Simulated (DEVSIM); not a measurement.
Device: Schottky contact on p-type Si, at 300 K.

```csv
layer (left to right),material,thickness (μm),Na (cm⁻³),τn (s),τp (s)
1,Si,5.10,8.8e16,0.00063,0.00063
```

Left contact: Schottky, work function 4.444 eV, emission velocity 9.2e6 cm/s. Right contact: ohmic. Voltage is applied to the left contact. Recombination: SRH at mid-gap. Mobility is μmin + (μ − μmin)/(1 + (N/Nref)^α).

Constants are typed, rounded textbook-type inputs, not results; the design itself was drawn at random and stands for no fabricated device. Values at 300 K.

```csv
parameter,Si
gap (eV),1.124
affinity (eV),4.05
permittivity,11.7
Nc (cm⁻³),2.86e19
Nv (cm⁻³),3.1e19
μn (cm²/Vs),1417
μp (cm²/Vs),470
"μn,min",52
"μp,min",45
"Nref,n",9.7e16
"Nref,p",2.2e17
αn,0.68
αp,0.72
```

Model (solved in DEVSIM): 1D drift-diffusion, Boltzmann statistics, complete ionisation; no tunnelling, impact ionisation, image-force lowering or self-heating. Metal contacts follow the ideal Schottky-Mott rule: no Fermi-level pinning, no interface dipoles.

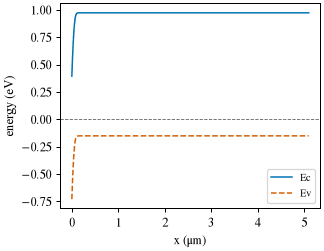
Figure: Band edges at zero bias

Energies count from the Fermi level of the right contact; mesh points crowd at the junctions.

```csv
x (μm),Ec (eV),Ev (eV),n (cm⁻³),p (cm⁻³),field (V/cm)
0.000,0.394,-0.730,6.9e12,1.7e7,120000
0.01208,0.532,-0.592,3.3e10,3.5e9,110000
0.03017,0.702,-0.422,4.6e7,2.5e12,82000
0.05728,0.873,-0.251,61000,1.9e15,45000
0.1193,0.970,-0.154,1400,8.1e16,1500
0.1909,0.972,-0.152,1300,8.8e16,≈ 0
0.2980,0.972,-0.152,1300,8.8e16,≈ 0
0.5209,0.972,-0.152,1300,8.8e16,≈ 0
0.7925,0.972,-0.152,1300,8.8e16,≈ 0
1.250,0.972,-0.152,1300,8.8e16,≈ 0
1.885,0.972,-0.152,1300,8.8e16,≈ 0
3.021,0.972,-0.152,1300,8.8e16,≈ 0
3.720,0.972,-0.152,1300,8.8e16,≈ 0
4.187,0.972,-0.152,1300,8.8e16,≈ 0
4.592,0.972,-0.152,1300,8.8e16,≈ 0
4.769,0.972,-0.152,1300,8.8e16,≈ 0
4.887,0.972,-0.152,1300,8.8e16,≈ 0
4.966,0.972,-0.152,1300,8.8e16,≈ 0
5.031,0.972,-0.152,1300,8.8e16,≈ 0
5.062,0.972,-0.152,1300,8.8e16,≈ 0
5.084,0.972,-0.152,1300,8.8e16,≈ 0
5.100,0.972,-0.152,1300,8.8e16,≈ 0
```
